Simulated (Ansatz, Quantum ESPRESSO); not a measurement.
# F-SiC-H chair, 1 layer: response to a perpendicular field, part 3 of 6

How does F-SiC-H chair, 1 layer respond to a gate-like field without added charge?

Quantum ESPRESSO 7.5; plane-wave DFT, PBE, GBRV ultrasoft pseudopotentials; geometry and cross-check by Ansatz 0.2.0 with PAW datasets.

So far. Step 3 (Self-consistent run: no field): The run needed 11 iterations to bring the estimated error under 1e-09 Ry; the largest force on any atom, held or free, is 0.14 eV/Å. Step 4 (Potential by pp.x): The vacuum is flat to 0.1 meV/Å, so its level is well defined. Inside the slab the curve depends on the local part of the pseudopotentials; only the vacuum level has a meaning of its own.

## 5. Bands along a path: no field

The density is frozen and the levels are solved along a path.

f0.bands.in reads:

```
&control
  prefix = 'f0.bands'
  outdir = './out'
  pseudo_dir = './pseudo'
  calculation = 'bands'
  tefield = .true.
  dipfield = .true.
/
&system
  ibrav = 0
  nat = 4
  ntyp = 4
  ecutwfc = 40
  ecutrho = 200
  occupations = 'smearing'
  smearing = 'fd'
  degauss = 0.004
  edir = 3
  emaxpos = 0.97
  eopreg = 0.04
  eamp = 0.0
  nbnd = 14
/
&electrons
  conv_thr = 1e-07
  mixing_beta = 0.4
  electron_maxstep = 120
  mixing_mode = 'local-TF'
/
ATOMIC_SPECIES
  H   1.0080  h_pbe_v1.4.uspp.F.UPF
  C   12.0110  c_pbe_v1.2.uspp.F.UPF
  Si  28.0850  si_pbe_v1.uspp.F.UPF
  F   18.9984  f_pbe_v1.4.uspp.F.UPF
CELL_PARAMETERS angstrom
  3.12944299525830 0.00000000000000 0.00000000000000
  -1.56472149762915 2.71017713358895 -0.00000000000000
  0.00000000000000 -0.00000000000000 20.37333333330000
ATOMIC_POSITIONS crystal
  H   0.666666666667 0.333333333333 0.418417354066
  C   0.666666666667 0.333333333333 0.472768145245
  Si  0.333333333333 0.666666666667 0.500224613243
  F   0.333333333333 0.666666666667 0.578648787947
K_POINTS crystal_b
4
  0.0000000000 0.0000000000 0.0000000000 14
  0.5000000000 0.0000000000 0.0000000000 14
  0.3333333333 0.3333333333 0.0000000000 14
  0.0000000000 0.0000000000 0.0000000000 1
```

Run with:

```bash
cp -r out/f0.save out/f0.bands.save
cp out/f0.xml out/f0.bands.xml
OMP_NUM_THREADS=1 mpirun -n 2 pw.x -nk 2 -in f0.bands.in > f0.bands.out
```

Log:

```text
[banner, memory and clock lines left out]
Program PWSCF v.7.5 starts

          URL

     Presently no symmetry can be used with electric field

     Atomic positions and unit cell read from directory:
     ./out/f0.bands.save/

     G-vector sticks info

     bravais-lattice index     =            0
     lattice parameter (alat)  =       5.9138  a.u.
     unit-cell volume          =    1166.0668 (a.u.)^3
     number of atoms/cell      =            4
     number of atomic types    =            4
     number of electrons       =        16.00
     number of Kohn-Sham states=           14
     kinetic-energy cutoff     =      40.0000  Ry
     charge density cutoff     =     200.0000  Ry
     Exchange-correlation=  SLA  PW   PBX  PBC
                           (   1   4   3   4   0   0   0)

     celldm(1)=   5.913790  celldm(2)=   0.000000  celldm(3)=   0.000000
     celldm(4)=   0.000000  celldm(5)=   0.000000  celldm(6)=   0.000000

     crystal axes: (cart. coord. in units of alat)
               a(1) = (   1.000000   0.000000   0.000000 )
               a(2) = (  -0.500000   0.866025  -0.000000 )
               a(3) = (   0.000000  -0.000000   6.510211 )

     reciprocal axes: (cart. coord. in units 2 pi/alat)
               b(1) = (  1.000000  0.577350  0.000000 )
               b(2) = ( -0.000000  1.154701  0.000000 )
               b(3) = ( -0.000000  0.000000  0.153605 )

     PseudoPot. # 1 for H  read from file:
     ./pseudo/h_pbe_v1.4.uspp.F.UPF
     Pseudo is Ultrasoft, Zval =  1.0
     Generated by new atomic code, or converted to UPF format
     Using radial grid of  615 points,  2 beta functions with:
                l(1) =   0
                l(2) =   0
     Q(r) pseudized with  8 coefficients,  rinner =    0.700

     PseudoPot. # 2 for C  read from file:
     ./pseudo/c_pbe_v1.2.uspp.F.UPF
     Pseudo is Ultrasoft + core correction, Zval =  4.0
     Generated by new atomic code, or converted to UPF format
     Using radial grid of  721 points,  4 beta functions with:
                l(1) =   0
                l(2) =   0
                l(3) =   1
                l(4) =   1
     Q(r) pseudized with  8 coefficients,  rinner =    1.100   1.100   1.100

     PseudoPot. # 3 for Si read from file:
     ./pseudo/si_pbe_v1.uspp.F.UPF
     Pseudo is Ultrasoft + core correction, Zval =  4.0
     Generated by new atomic code, or converted to UPF format
     Using radial grid of  899 points,  6 beta functions with:
                l(1) =   0
                l(2) =   0
                l(3) =   1
                l(4) =   1
                l(5) =   2
                l(6) =   2
     Q(r) pseudized with  8 coefficients,  rinner =    0.900   0.900   0.900
                                                       0.900   0.900

     PseudoPot. # 4 for F  read from file:
     ./pseudo/f_pbe_v1.4.uspp.F.UPF
     Pseudo is Ultrasoft, Zval =  7.0
     Generated by new atomic code, or converted to UPF format
     Using radial grid of  799 points,  4 beta functions with:
                l(1) =   0
                l(2) =   0
                l(3) =   1
                l(4) =   1
     Q(r) pseudized with  8 coefficients,  rinner =    0.950   0.950   0.950

     atomic species   valence    mass     pseudopotential
     H                 1.00     1.00800     H ( 1.00)
     C                 4.00    12.01100     C ( 1.00)
     Si                4.00    28.08500     Si( 1.00)
     F                 7.00    18.99840     F ( 1.00)

     No symmetry found

   Cartesian axes

     site n.     atom                  positions (alat units)
         1        H      tau(   1) = (   0.5000000   0.2886751   2.7239851  )
         2        C      tau(   2) = (   0.5000000   0.2886751   3.0778202  )
         3        Si     tau(   3) = (  -0.0000000   0.5773503   3.2565676  )
         4        F      tau(   4) = (  -0.0000000   0.5773503   3.7671255  )

     number of k points=    43  Fermi-Dirac smearing, width (Ry)=  0.0040
                       cart. coord. in units 2pi/alat
        k(    1) = (   0.0000000   0.0000000   0.0000000), wk =   0.0465116
        k(    2) = (   0.0357143   0.0206197   0.0000000), wk =   0.0465116
        k(    3) = (   0.0714286   0.0412393   0.0000000), wk =   0.0465116
        k(    4) = (   0.1071429   0.0618590   0.0000000), wk =   0.0465116
        k(    5) = (   0.1428571   0.0824786   0.0000000), wk =   0.0465116
        k(    6) = (   0.1785714   0.1030983   0.0000000), wk =   0.0465116
        k(    7) = (   0.2142857   0.1237179   0.0000000), wk =   0.0465116
        k(    8) = (   0.2500000   0.1443376   0.0000000), wk =   0.0465116
        k(    9) = (   0.2857143   0.1649572   0.0000000), wk =   0.0465116
        k(   10) = (   0.3214286   0.1855769   0.0000000), wk =   0.0465116
        k(   11) = (   0.3571429   0.2061965   0.0000000), wk =   0.0465116
        k(   12) = (   0.3928571   0.2268162   0.0000000), wk =   0.0465116
        k(   13) = (   0.4285714   0.2474358   0.0000000), wk =   0.0465116
        k(   14) = (   0.4642857   0.2680555   0.0000000), wk =   0.0465116
        k(   15) = (   0.5000000   0.2886751   0.0000000), wk =   0.0465116
        k(   16) = (   0.4880952   0.3092948   0.0000000), wk =   0.0465116
        k(   17) = (   0.4761905   0.3299144   0.0000000), wk =   0.0465116
        k(   18) = (   0.4642857   0.3505341   0.0000000), wk =   0.0465116
        k(   19) = (   0.4523810   0.3711537   0.0000000), wk =   0.0465116
        k(   20) = (   0.4404762   0.3917734   0.0000000), wk =   0.0465116
        k(   21) = (   0.4285714   0.4123930   0.0000000), wk =   0.0465116
        k(   22) = (   0.4166667   0.4330127   0.0000000), wk =   0.0465116
        k(   23) = (   0.4047619   0.4536324   0.0000000), wk =   0.0465116
        k(   24) = (   0.3928571   0.4742520   0.0000000), wk =   0.0465116
        k(   25) = (   0.3809524   0.4948717   0.0000000), wk =   0.0465116
        k(   26) = (   0.3690476   0.5154913   0.0000000), wk =   0.0465116
        k(   27) = (   0.3571429   0.5361110   0.0000000), wk =   0.0465116
        k(   28) = (   0.3452381   0.5567306   0.0000000), wk =   0.0465116
        k(   29) = (   0.3333333   0.5773503   0.0000000), wk =   0.0465116
        k(   30) = (   0.3095238   0.5361110   0.0000000), wk =   0.0465116
        k(   31) = (   0.2857143   0.4948717   0.0000000), wk =   0.0465116
        k(   32) = (   0.2619048   0.4536324   0.0000000), wk =   0.0465116
        k(   33) = (   0.2380952   0.4123930   0.0000000), wk =   0.0465116
        k(   34) = (   0.2142857   0.3711537   0.0000000), wk =   0.0465116
        k(   35) = (   0.1904762   0.3299144   0.0000000), wk =   0.0465116
[...]
k = 0.0714 0.0412 0.0000 (  4929 PWs)   bands (ev):

   -27.1040 -17.1703 -10.6521  -8.0020  -7.0903  -7.0770  -4.4155  -4.1161
    -0.4260   0.7006   1.5636   2.2545   3.4176   4.1253

          k = 0.1071 0.0619 0.0000 (  4923 PWs)   bands (ev):

   -27.0931 -17.0807 -10.6131  -8.0451  -7.1301  -7.1023  -4.8294  -4.2207
    -0.3024   0.8286   1.7444   2.4044   3.5098   4.0803

          k = 0.1429 0.0825 0.0000 (  4921 PWs)   bands (ev):

   -27.0787 -16.9565 -10.5625  -8.1122  -7.1827  -7.1361  -5.3091  -4.3514
    -0.1317   1.0068   1.8543   2.5811   3.5517   4.2294

          k = 0.1786 0.1031 0.0000 (  4936 PWs)   bands (ev):

   -27.0613 -16.7992 -10.5050  -8.2095  -7.2524  -7.1770  -5.7973  -4.4969
     0.0840   1.2329   1.8386   2.7801   3.5674   4.5652

          k = 0.2143 0.1237 0.0000 (  4970 PWs)   bands (ev):

   -27.0419 -16.6109 -10.4479  -8.3445  -7.3541  -7.2232  -6.2332  -4.6471
     0.3418   1.4893   1.7215   3.0187   3.5849   4.9630

          k = 0.2500 0.1443 0.0000 (  4974 PWs)   bands (ev):

   -27.0213 -16.3949 -10.4027  -8.5253  -7.5100  -7.2723  -6.5530  -4.7933
     0.6344   1.4672   1.8696   3.2635   3.6092   5.3142

          k = 0.2857 0.1650 0.0000 (  4968 PWs)   bands (ev):

   -27.0007 -16.1557 -10.3883  -8.7497  -7.7092  -7.3219  -6.7339  -4.9289
     0.9241   1.2942   2.2346   3.3255   3.8086   5.6284

          k = 0.3214 0.1856 0.0000 (  4972 PWs)   bands (ev):

   -26.9810 -15.9004 -10.4336  -8.9843  -7.9000  -7.3697  -6.8181  -5.0491
     0.9385   1.4241   2.6478   3.2286   4.1808   5.9270

          k = 0.3571 0.2062 0.0000 (  4978 PWs)   bands (ev):

   -26.9633 -15.6394 -10.5662  -9.1695  -8.0527  -7.4129  -6.8530  -5.1506
     0.7676   1.7677   2.9967   3.2306   4.6146   6.1824

          k = 0.3929 0.2268 0.0000 (  4976 PWs)   bands (ev):

   -26.9485 -15.3890 -10.7757  -9.2738  -8.1660  -7.4493  -6.8648  -5.2312
     0.6093   2.0801   3.0262   3.6809   5.0729   6.2687

          k = 0.4286 0.2474 0.0000 (  4986 PWs)   bands (ev):

   -26.9373 -15.1727 -11.0025  -9.3162  -8.2442  -7.4769  -6.8667  -5.2895
     0.4884   2.2445   3.1853   4.2254   5.4649   6.0626

          k = 0.4643 0.2681 0.0000 (  5006 PWs)   bands (ev):

   -26.9303 -15.0218 -11.1751  -9.3286  -8.2905  -7.4941  -6.8655  -5.3247
     0.4130   2.2754   3.4661   4.7654   5.4396   6.0590

          k = 0.5000 0.2887 0.0000 (  4984 PWs)   bands (ev):

   -26.9279 -14.9669 -11.2396  -9.3307  -8.3058  -7.4999  -6.8647  -5.3365
     0.3874   2.2741   3.6200   5.0006   5.4696   5.8321

          k = 0.4881 0.3093 0.0000 (  4990 PWs)   bands (ev):

   -26.9277 -14.9631 -11.2353  -9.3283  -8.3059  -7.5116  -6.8609  -5.3682
     0.4270   2.2936   3.6265   5.0088   5.4766   5.8382

          k = 0.4762 0.3299 0.0000 (  5002 PWs)   bands (ev):

   -26.9269 -14.9518 -11.2228  -9.3213  -8.3065  -7.5458  -6.8505  -5.4590
     0.5401   2.3534   3.6458   5.0336   5.4966   5.8544

          k = 0.4643 0.3505 0.0000 (  5002 PWs)   bands (ev):

   -26.9257 -14.9333 -11.2023  -9.3098  -8.3080  -7.6004  -6.8355  -5.5973
     0.7118   2.4576   3.6779   5.0745   5.5249   5.8672

          k = 0.4524 0.3712 0.0000 (  5000 PWs)   bands (ev):

   -26.9241 -14.9080 -11.1743  -9.2942  -8.3119  -7.6725  -6.8185  -5.7673
     0.9209   2.6123   3.7223   5.1304   5.5367   5.8164

          k = 0.4405 0.3918 0.0000 (  5000 PWs)   bands (ev):

   -26.9221 -14.8765 -11.1397  -9.2749  -8.3205  -7.7582  -6.8020  -5.9525
     1.1453   2.8235   3.7785   5.1943   5.4308   5.7673

          k = 0.4286 0.4124 0.0000 (  5006 PWs)   bands (ev):

   -26.9198 -14.8396 -11.0997  -9.2526  -8.3379  -7.8518  -6.7890  -6.1367
     1.3675   3.0927   3.8458   5.1329   5.3337   5.8214

          k = 0.4167 0.4330 0.0000 (  5010 PWs)   bands (ev):

   -26.9173 -14.7986 -11.0559  -9.2285  -8.3709  -7.9440  -6.7833  -6.3049
     1.5778   3.4114   3.9229   4.8704   5.4241   5.9159

          k = 0.4048 0.4536 0.0000 (  5018 PWs)   bands (ev):

   -26.9148 -14.7547 -11.0102  -9.2040  -8.4276  -8.0224  -6.7924  -6.4415
     1.7752   3.7523   4.0050   4.6118   5.5458   6.0325

          k = 0.3929 0.4743 0.0000 (  5016 PWs)   bands (ev):

   -26.9123 -14.7099 -10.9654  -9.1814  -8.5089  -8.0787  -6.8260  -6.5318
     1.9629   4.0236   4.0494   4.4938   5.6865   6.1664

          k = 0.3810 0.4949 0.0000 (  5016 PWs)   bands (ev):

   -26.9100 -14.6662 -10.9244  -9.1640  -8.6015  -8.1153  -6.8821  -6.5754
     2.1450   3.8792   4.1803   4.7177   5.8447   6.3156

          k = 0.3690 0.5155 0.0000 (  5024 PWs)   bands (ev):

   -26.9080 -14.6265 -10.8905  -9.1559  -8.6854  -8.1397  -6.9414  -6.5913
     2.3241   3.6455   4.2841   5.0384   6.0173   6.4774

          k = 0.3571 0.5361 0.0000 (  5034 PWs)   bands (ev):

   -26.9064 -14.5937 -10.8666  -9.1594  -8.7441  -8.1569  -6.9886  -6.5956
     2.4992   3.4164   4.3739   5.3071   6.1910   6.6439

          k = 0.3452 0.5567 0.0000 (  5036 PWs)   bands (ev):

   -26.9053 -14.5714 -10.8538  -9.1696  -8.7734  -8.1684  -7.0176  -6.5960
     2.6584   3.2212   4.4420   5.4699   6.3280   6.7627

          k = 0.3333 0.5774 0.0000 (  5046 PWs)   bands (ev):

   -26.9050 -14.5631 -10.8505  -9.1754  -8.7807  -8.1728  -7.0272  -6.5958
     2.7402   3.1267   4.4702   5.5170   6.3802   6.8101

          k = 0.3095 0.5361 0.0000 (  5008 PWs)   bands (ev):

   -26.9066 -14.6022 -10.8509  -9.1444  -8.7683  -8.1489  -6.9913  -6.5980
     2.5296   3.3879   4.3153   5.4454   6.1134   6.4233

          k = 0.2857 0.4949 0.0000 (  5002 PWs)   bands (ev):

   -26.9121 -14.7288 -10.8176  -9.0678  -8.7438  -8.0673  -6.8918  -6.6034
     2.2812   3.7328   3.9230   5.3336   5.4182   6.1701

          k = 0.2619 0.4536 0.0000 (  5008 PWs)   bands (ev):

   -26.9218 -14.9392 -10.7241  -8.9954  -8.6800  -7.9346  -6.7529  -6.5913
     2.1010   3.3034   4.1459   4.6641   5.2369   5.9280

          k = 0.2381 0.4124 0.0000 (  4996 PWs)   bands (ev):

   -26.9358 -15.2113 -10.5882  -8.9432  -8.5484  -7.7770  -6.6863  -6.4465
     1.9696   2.7687   3.9458   4.3235   5.1781   5.4084

          k = 0.2143 0.3712 0.0000 (  5002 PWs)   bands (ev):

   -26.9537 -15.5165 -10.4573  -8.8692  -8.3585  -7.6218  -6.6798  -6.1754
     1.7910   2.3659   3.3266   4.2137   4.8380   5.0828

          k = 0.1905 0.3299 0.0000 (  4984 PWs)   bands (ev):

   -26.9749 -15.8296 -10.3773  -8.7459  -8.1147  -7.4868  -6.6568  -5.8498
     1.4385   2.2170   2.7617   4.0247   4.3253   4.8572

          k = 0.1667 0.2887 0.0000 (  4990 PWs)   bands (ev):

   -26.9982 -16.1318 -10.3627  -8.5879  -7.8261  -7.3792  -6.5776  -5.4987
     1.0214   2.1878   2.2665   3.7538   3.9625   4.6076

          k = 0.1429 0.2474 0.0000 (  4964 PWs)   bands (ev):

   -27.0225 -16.4101 -10.3974  -8.4259  -7.5425  -7.2982  -6.3861  -5.1479
     0.6291   1.8197   2.1881   3.3783   3.8010   4.3645

          k = 0.1190 0.2062 0.0000 (  4954 PWs)   bands (ev):

   -27.0463 -16.6558 -10.4583  -8.2800  -7.3333  -7.2367  -6.0351  -4.8216
     0.2855   1.4489   2.1417   3.0371   3.7199   4.1313

          k = 0.0952 0.1650 0.0000 (  4932 PWs)   bands (ev):

   -27.0682 -16.8629 -10.5269  -8.1604  -7.2103  -7.1824  -5.5537  -4.5393
    -0.0016   1.1439   2.0309   2.7473   3.6921   3.9424

          k = 0.0714 0.1237 0.0000 (  4946 PWs)   bands (ev):

   -27.0868 -17.0273 -10.5907  -8.0715  -7.1450  -7.1265  -5.0223  -4.3141
    -0.2285   0.9057   1.8522   2.4987   3.5967   3.9353

          k = 0.0476 0.0825 0.0000 (  4922 PWs)   bands (ev):

   -27.1010 -17.1464 -10.6414  -8.0130  -7.0995  -7.0857  -4.5266  -4.1526
    -0.3928   0.7348   1.6274   2.2975   3.4526   4.0711

          k = 0.0238 0.0412 0.0000 (  4916 PWs)   bands (ev):

   -27.1100 -17.2184 -10.6738  -7.9807  -7.0677  -7.0632  -4.1616  -4.0564
    -0.4926   0.6320   1.4184   2.1686   3.3508   4.1923

          k = 0.0000 0.0000 0.0000 (  4907 PWs)   bands (ev):

   -27.1130 -17.2426 -10.6849  -7.9706  -7.0561  -7.0561  -4.0245  -4.0245
    -0.5262   0.5977   1.3298   2.1252   3.3150   4.2010

     XML data file, pseudopotentials, collected wavefunctions

                                        0.00s GPU  (    1293 calls)
[key lines of the parts left out:]
Dipole field         -0.0042 Ry au,
```

Elapsed: 18 s, on 2 MPI ranks of Arm Neoverse V2, shared host; peak memory 0.17 GiB.

Numbers from this step:

```
valence top, on the run's zero       : -4.025 eV
conduction bottom, on the run's zero : -0.5262 eV
```

Band numbers count within the set of bands kept for display. The electronic bands at the labelled points (eV, zero at the highest filled level of the SCF mesh; v1 is the highest filled band, c1 the lowest empty one):

```csv
point,v4,v3,v2,v1,c1,c2,c3,c4
Γ,-3.03,-3.03,0.00,0.00,3.50,4.62,5.35,6.15
M,-4.28,-3.48,-2.84,-1.31,4.41,6.30,7.64,9.02
K,-4.76,-4.15,-3.00,-2.57,6.76,7.15,8.49,9.54
Γ,-3.03,-3.03,0.00,0.00,3.50,4.62,5.35,6.15
```

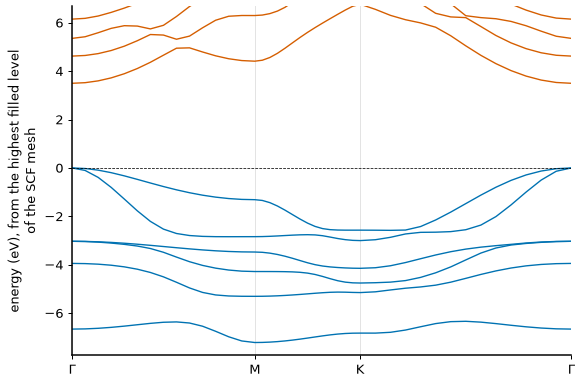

Electronic bands along the path; lines of filled and empty bands in two colours.

Along this path the valence top lies at Γ and the conduction bottom at Γ.

## 6. SCF with pw.x: field 0.1 V/Å

eamp is the field in Hartree atomic units (1 a.u. = 51.42 V/Å). With dipfield on, it is the field in the vacuum beside an isolated sheet. The run starts from the density of the one before.

f1.in reads:

```
&control
  prefix = 'f1'
  outdir = './out'
  pseudo_dir = './pseudo'
  calculation = 'scf'
  tprnfor = .true.
  tefield = .true.
  dipfield = .true.
/
&system
  ibrav = 0
  nat = 4
  ntyp = 4
  ecutwfc = 40
  ecutrho = 200
  occupations = 'smearing'
  smearing = 'fd'
  degauss = 0.004
  edir = 3
  emaxpos = 0.97
  eopreg = 0.04
  eamp = 0.00194469
/
&electrons
  conv_thr = 1e-09
  mixing_beta = 0.4
  electron_maxstep = 120
  mixing_mode = 'plain'
  startingpot = 'file'
/
ATOMIC_SPECIES
  H   1.0080  h_pbe_v1.4.uspp.F.UPF
  C   12.0110  c_pbe_v1.2.uspp.F.UPF
  Si  28.0850  si_pbe_v1.uspp.F.UPF
  F   18.9984  f_pbe_v1.4.uspp.F.UPF
CELL_PARAMETERS angstrom
  3.12944299525830 0.00000000000000 0.00000000000000
  -1.56472149762915 2.71017713358895 -0.00000000000000
  0.00000000000000 -0.00000000000000 20.37333333330000
ATOMIC_POSITIONS crystal
  H   0.666666666667 0.333333333333 0.418417354066
  C   0.666666666667 0.333333333333 0.472768145245
  Si  0.333333333333 0.666666666667 0.500224613243
  F   0.333333333333 0.666666666667 0.578648787947
K_POINTS automatic
  12 12 1 0 0 0
```

Run with:

```bash
cp -r out/f0.save out/f1.save
OMP_NUM_THREADS=1 mpirun -n 2 pw.x -nk 2 -in f1.in > f1.out
```

Log:

```text
[banner, memory and clock lines left out]
Program PWSCF v.7.5 starts
[...]
number of electrons       =        16.00
     number of Kohn-Sham states=           12
     kinetic-energy cutoff     =      40.0000  Ry
     charge density cutoff     =     200.0000  Ry
[...]
number of k points=    74  Fermi-Dirac smearing, width (Ry)=  0.0040
[...]
Dense  grid:    55571 G-vectors     FFT dimensions: (  27,  27, 180)
[...]
The initial density is read from file :
[...]
negative rho (up, down):  5.969E-04 0.000E+00
[...]
Starting wfcs are   13 randomized atomic wfcs
[...]
negative rho (up, down):  5.954E-04 0.000E+00
[...]
estimated scf accuracy    <       0.00053820 Ry
[...]
negative rho (up, down):  5.956E-04 0.000E+00
[...]
estimated scf accuracy    <       0.00017274 Ry
[...]
negative rho (up, down):  5.955E-04 0.000E+00
[...]
estimated scf accuracy    <       0.00000113 Ry
[...]
negative rho (up, down):  5.953E-04 0.000E+00
[...]
estimated scf accuracy    <       0.00000039 Ry
[...]
negative rho (up, down):  5.952E-04 0.000E+00
[...]
estimated scf accuracy    <       0.00000002 Ry
[...]
negative rho (up, down):  5.952E-04 0.000E+00
[...]
estimated scf accuracy    <          1.0E-09 Ry
[...]
negative rho (up, down):  5.951E-04 0.000E+00
[...]
Computed dipole along edir(3) :
        Dipole               -0.3566 Ry au,         -0.9064 Debye
        Dipole field         -0.0038 Ry au,
        E field amplitude [Ha a.u.]:  1.9447E-03
        Potential amp.        0.4278 Ry
        Total length         36.9600 bohr
[...]
the Fermi energy is    -2.4113 ev
!    total energy              =     -71.02741201 Ry
     estimated scf accuracy    <          9.0E-10 Ry
     smearing contrib. (-TS)   =      -0.00000000 Ry
     internal energy E=F+TS    =     -71.02741201 Ry
[...]
one-electron contribution =    -466.36403232 Ry
     hartree contribution      =     237.07294167 Ry
     xc contribution           =     -18.14753326 Ry
     ewald contribution        =     176.40845449 Ry
     electric field correction =       0.00275742 Ry
     convergence has been achieved in   7 iterations
     negative rho (up, down):  5.951E-04 0.000E+00
[...]
Total force =     0.007357     Total SCF correction =     0.000095
[...]
```

It took 28 s on 2 MPI ranks; peak memory 0.26 GiB.

This step gave:

```
free energy                          : -966.3772 eV
Fermi energy                         : -2.411 eV
dipole along the normal              : -0.1887 e·Å
valence top, on the run's zero       : -4.026 eV
conduction bottom, on the run's zero : -0.7438 eV
gap by band count                    : 3.282 eV
```

The dipole goes from -0.2038 to -0.1887 e Å, 0.1509 e Å per V/Å.

## 7. Potential by pp.x

f1.pot.in reads:

```
&inputpp
  prefix = 'f1'
  outdir = './out'
  filplot = 'f1.pot.dat'
  plot_num = 11
/
```

Run with:

```bash
OMP_NUM_THREADS=1 mpirun -n 2 pp.x -in f1.pot.in > f1.pot.out
```

Elapsed: 0.99 s, on 2 MPI ranks; peak memory 0.12 GiB.

Read from the output:

```
slope of the potential above                                          : 0.1000 eV/Å
upper vacuum line continued to the top atoms, over the valence top    : 8.726 eV
slope of the potential below                                          : 0.09998 eV/Å
lower vacuum line continued to the bottom atoms, over the valence top : 4.373 eV
```

The slope in the vacuum is 0.100 eV/Å for an applied 0.10 V/Å, as it should be.

(Continued in part 4 of 6.)

[Logs are printed without paths, hosts, clocks, repeated set-up lines and the standing remarks that a program may print on its own settings, such as how far it seeks lower states.]

[Hosts, paths, dates, database ids (printed as entryN), source tags and the programs' standing remarks are cut or masked in the printed files.]

[Maps of the electrostatic potential energy from Ansatz leave out the sawtooth potential of an applied field or a dipole correction, so their vacuum need not be flat; planar profiles and work functions include it.]
